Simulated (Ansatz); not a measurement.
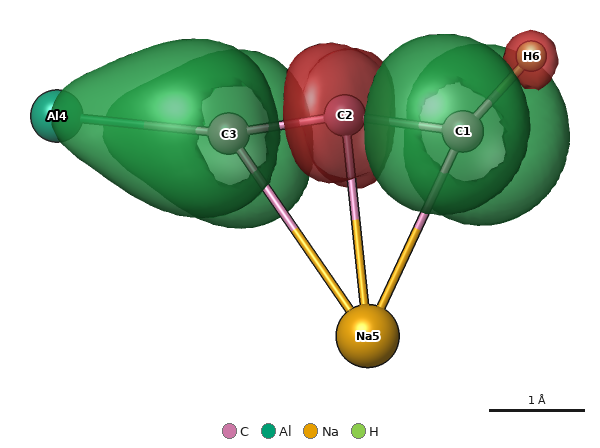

Figure. C3HAlNa (doublet). Isosurfaces of the spin density (α minus β) at +0.02 (green) and −0.02 e/Å³ (red), seen at a tilt.

Geometry: B3LYP/6-31G*.

All numbers below come from Ansatz 0.2.0, isolated molecule in a Gaussian basis; Kohn-Sham density functional theory, functional PBE0.

```xyz
6

C    -2.2636   -0.4582    0.9973
C    -1.2334   -0.4614    1.8263
C    -0.1098   -0.7210    2.4180
Al    1.4094   -0.7690    3.5881
Na   -0.7284   -2.1085    0.2226
H    -3.1349    0.1843    1.0776
```

### Where is the unpaired spin?

The unpaired spin (1 electron) lies mostly on C1 (about 0.4), C3 (about 0.4) and Al4 (about 0.1), in electrons by Hirshfeld's partition.
